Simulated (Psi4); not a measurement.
# PBE/aug-pcseg-0 (sweep point 1) run of [AlH4]− (SMILES [AlH4-])

Aim: the vertical ionisation energy of [AlH4]− at PBE/aug-pcseg-0 (sweep point 1), from 2 runs. 

Program for the calculation: Psi4 1.11.

2 further runs of the same task are left out: 1 that didn't finish, 1 set aside as unsound or not needed.

## 1. The system as given

[AlH4]− has 5 atoms, charge -1, and is taken as a singlet. SMILES: `[AlH4-]`. Geometry: a GFN2-xTB relaxation, a rough one for these elements and not checked as a minimum.

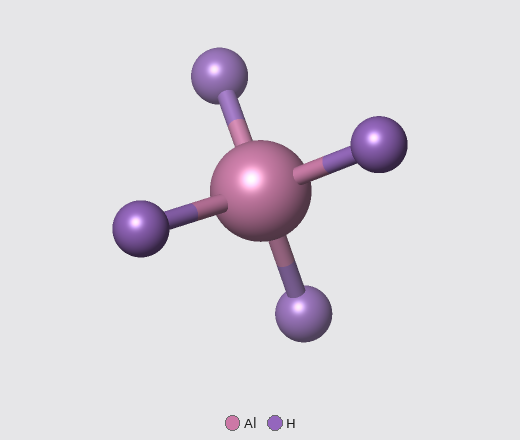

Viewed from a chosen angle; aluminium pink, hydrogen purple.

## 2. The energy at PBE/aug-pcseg-0 (sweep point 1)

input.in reads:

```
memory 1600 MB

molecule {
  -1 1
  Al    -0.000020     0.000060    -0.001080
  H      1.443510    -0.504270     0.556410
  H     -1.182970    -0.604500     0.939130
  H     -0.203840    -0.517130    -1.530710
  H     -0.056670     1.625850     0.036250
  units angstrom
  symmetry c1
}

set globals {
  basis aug-pcseg-0
  puream true
  scf_type pk
  dft_radial_points 99
  dft_spherical_points 590
}

e_tot, wfn = energy("pbe", return_wfn=True)
print_variables()
```

Run with:

```console
psi4 input.in input.out -n 1
```

input.out:

```text
[...]
  Running in c1 symmetry.
[...]
  Nuclear repulsion =   18.102884358391940
[...]
  Multiplicity = 1
[...]
  Nalpha       = 9
  Nbeta        = 9
[...]
    Number of basis functions: 29
[...]
   @RKS iter   1:  -244.28784749993872   -3.59721e-01   1.09921e-02 DIIS/ADIIS
[...]
   @RKS iter   6:  -244.39306087346426   -1.84896e-07   2.73300e-07 DIIS
[...]
    Orbital Energies [Eh]
    ---------------------
    Doubly Occupied:
       1A    -55.104665     2A     -3.634963     3A     -2.301620
       4A     -2.301618     5A     -2.301615     6A     -0.173348
       7A     -0.048834     8A     -0.048677     9A     -0.048591
[...]
  @RKS Final Energy:  -244.39306087346426
   => Energetics <=
    Nuclear Repulsion Energy =             18.1028843583919397
    One-Electron Energy =                -378.8235439506283910
    Two-Electron Energy =                 136.3923155903096358
    DFT Exchange-Correlation Energy =     -20.0647168715374242
    Empirical Dispersion Energy =           0.0000000000000000
    VV10 Nonlocal Energy =                  0.0000000000000000
    Total Energy =                       -244.3930608734642647
[...]
 Multipole Moments:
 ------------------------------------------------------------------------------------
     Multipole            Electronic (a.u.)      Nuclear  (a.u.)        Total (a.u.)
 ------------------------------------------------------------------------------------
 L = 1.  Multiply by 2.5417464519 to convert [e a0] to [Debye]
 Dipole X            :         -0.0001830            0.0000930           -0.0000900
 Dipole Y            :          0.0006042           -0.0002453            0.0003589
 Dipole Z            :         -0.0082240            0.0045670           -0.0036569
 Magnitude           :                                                    0.0036756
[...]
```

Wall time 4.8 s (1 thread of Intel Xeon Platinum 8375C at 2.90GHz (Ice Lake), shared host); peak memory 0.45 GiB.

## 3. Doublet neutral AlH4, same level

calc.dat reads:

```
memory 1600 MB

molecule geom {
  0 2
  Al    -0.000020     0.000060    -0.001080
  H      1.443510    -0.504270     0.556410
  H     -1.182970    -0.604500     0.939130
  H     -0.203840    -0.517130    -1.530710
  H     -0.056670     1.625850     0.036250
  symmetry c1
}

set {
  basis aug-pcseg-0
  reference uks
  puream true
  scf_type pk
  dft_radial_points 99
  dft_spherical_points 590
  maxiter 150
}

result, w = energy('pbe', return_wfn=True)
print_variables()
```

Run with:

```console
psi4 -i calc.dat -o calc.out -n 1
```

calc.out:

```text
[...]
  Running in c1 symmetry.
[...]
  Nuclear repulsion =   18.102884358391940
[...]
  Multiplicity = 2
[...]
  Nalpha       = 9
  Nbeta        = 8
[...]
    Number of basis functions: 29
[...]
   @UKS iter   1:  -244.17485424677639   -2.46728e-01   7.77282e-03 ADIIS/DIIS
[...]
   @UKS iter  98:  -244.23254613909904   -2.50401e-09   2.84253e-07 DIIS
[...]
   @S^2 Observed:                7.539971926E-01
[...]
    Orbital Energies [Eh]
    ---------------------
    Alpha Occupied:
       1A    -55.368923     2A     -3.899325     3A     -2.570127
       4A     -2.564254     5A     -2.564253     6A     -0.431177
       7A     -0.306536     8A     -0.301445     9A     -0.301373
    Alpha Virtual:
      10A     -0.009444    11A     -0.004148    12A     -0.002519
      13A     -0.002445    14A      0.033263    15A      0.036505
      16A      0.036513    17A      0.052194    18A      0.098086
      19A      0.098410    20A      0.098469    21A      0.126471
      22A      0.277377    23A      0.546606    24A      0.556849
      25A      0.556852    26A      0.768913    27A      0.794968
[...]
  @UKS Final Energy:  -244.23254613909904
   => Energetics <=
    Nuclear Repulsion Energy =             18.1028843583919397
    One-Electron Energy =                -374.3747981591701546
    Two-Electron Energy =                 131.8473986539405018
    DFT Exchange-Correlation Energy =     -19.8080309922613189
    Empirical Dispersion Energy =           0.0000000000000000
    VV10 Nonlocal Energy =                  0.0000000000000000
    Total Energy =                       -244.2325461390990426
[...]
 Multipole Moments:
 ------------------------------------------------------------------------------------
     Multipole            Electronic (a.u.)      Nuclear  (a.u.)        Total (a.u.)
 ------------------------------------------------------------------------------------
 L = 1.  Multiply by 2.5417464519 to convert [e a0] to [Debye]
 Dipole X            :         -0.0011775            0.0000930           -0.0010844
 Dipole Y            :         -0.0009665           -0.0002453           -0.0012118
 Dipole Z            :         -0.0024102            0.0045670            0.0021569
 Magnitude           :                                                    0.0027012
[...]
```

Run time: 66 s. Hardware: 1 thread of Intel Xeon Platinum 8375C at 2.90GHz (Ice Lake), shared host; peak memory 0.45 GiB.

## 4. Outcome

Level: PBE/aug-pcseg-0 (sweep point 1).

| quantity | value |
| --- | --- |
| singlet [AlH4]−: total energy | -244.39306 Eh |
| singlet [AlH4]−: HOMO energy | -1.32 eV |
| singlet [AlH4]−: LUMO energy | 3.12 eV |
| singlet [AlH4]−: HOMO–LUMO gap (to an unbound level, set by the basis) | 4.44 eV |
| doublet neutral AlH4: total energy | -244.23255 Eh |
| doublet neutral AlH4: dipole moment | 0.01 D |
| doublet neutral AlH4: HOMO energy (highest over α and β) | -7.56 eV |
| doublet neutral AlH4: LUMO energy (lowest over α and β) | -7.50 eV |
| doublet neutral AlH4: ⟨S²⟩ | 0.754 |
| vertical detachment energy (to the doublet neutral) | 4.368 eV |

In words: The vertical ionisation energy comes to 4.37 eV (421 kJ/mol). The negative HOMO energy of the first species, 1.32 eV, lies 3.05 eV below that difference.
